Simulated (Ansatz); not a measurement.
**N2Sc2 (quintet): density, localisation and related maps**

The calculation's input:

```
crystal:
  periodic: [false, false, false]
  atoms:
    - {symbol: Sc, position_ang: [1.267107, 0.424179, 0.805460]}
    - {symbol: Sc, position_ang: [-1.267134, -0.424123, -0.805439]}
    - {symbol: N, position_ang: [0.453404, 0.494061, -0.973435]}
    - {symbol: N, position_ang: [-0.453367, -0.494117, 0.973415]}
basis:
  gaussian: {orbitals: def2-TZVP, initial_orbitals: start.molden}
magnetization: {spin_polarized: true, initial_magnetization: 4}
hamiltonian: {xc: pbe0, dispersion: d4}
scf: {omitted_lower_state_checks: [starts]}
output: {orbitals: {seedname: orbitals}}
```

Run with:

```sh
ansatz run in.yaml --threads 4 --pin off --events-out ev --progress --plain --max-ram 3916MiB
```

Geometry: r2SCAN-D4/def2-SVP; ⟨S²⟩ = 6.06, above the pure value of 6.00.

Level of theory: UKS PBE0-D4/def2-TZVP (Ansatz 0.2.0).

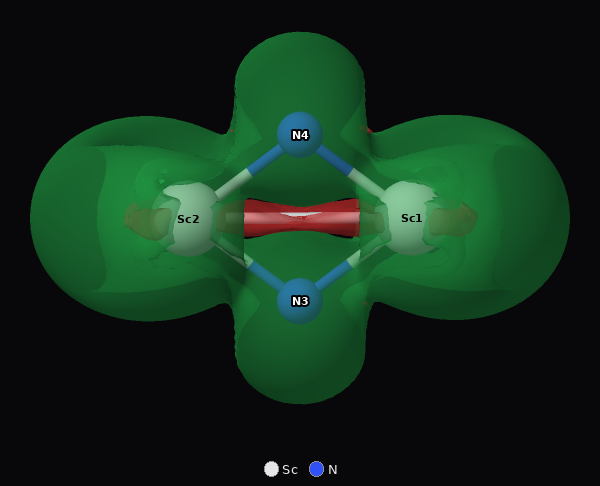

Figure 1. Isosurfaces of the spin density at +0.015 (green) and −0.015 e/Å³ (red), seen at a tilt.

Question: Describe the spin distribution.

Answer: The unpaired spin (4 electrons) lies mostly on Sc1 (about 1.1), Sc2 (about 1.1), N3 (about 0.9) and N4 (about 0.9), in electrons by Hirshfeld's partition.

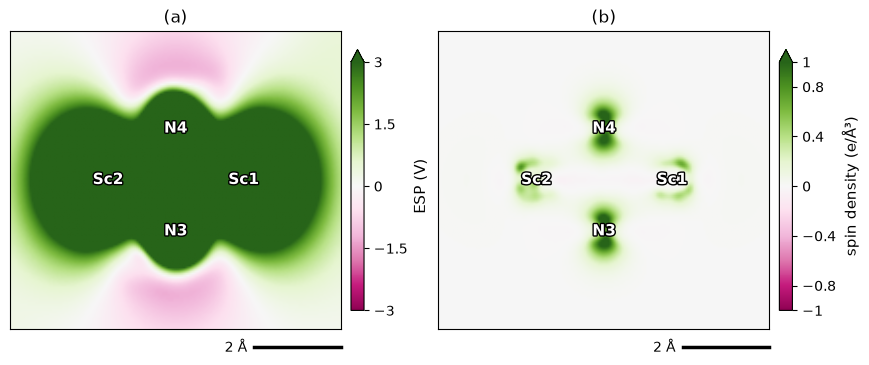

Figure 2. (a) molecular electrostatic potential; (b) spin density (α minus β) on the molecular plane.

Question: Describe what can be read from this map.

Answer: The plane passes through Sc and N nuclei.

Outside the dense part of the molecule the potential is most negative (−1.3 V) near N3 and N4.

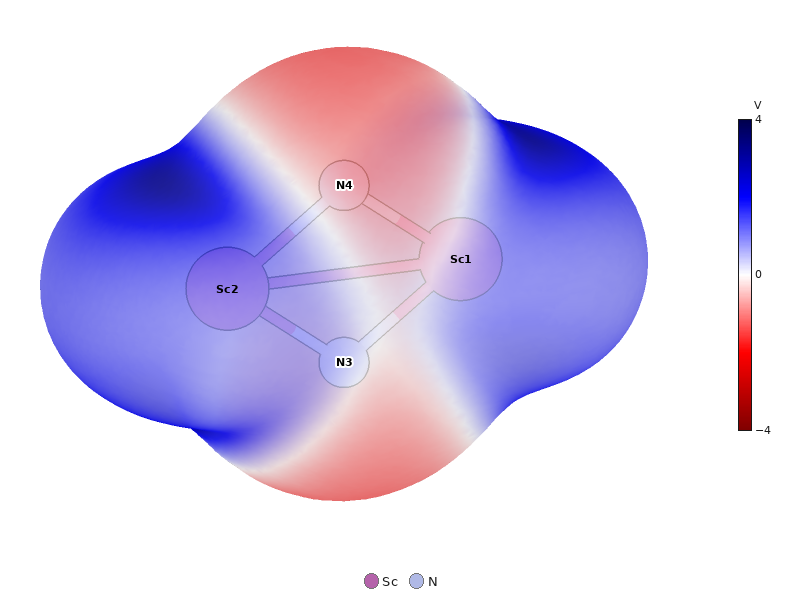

Figure 3. The electrostatic potential painted on the density surface at 0.002 e/bohr³, seen at a tilt; the colour scale runs from red (negative) to blue (positive).

Question: Where is the surface potential most negative and most positive?

Answer: The most negative region (about −1.1 V) lies over N3 and N4, the most positive (about +3.2 V) over Sc1 and Sc2.
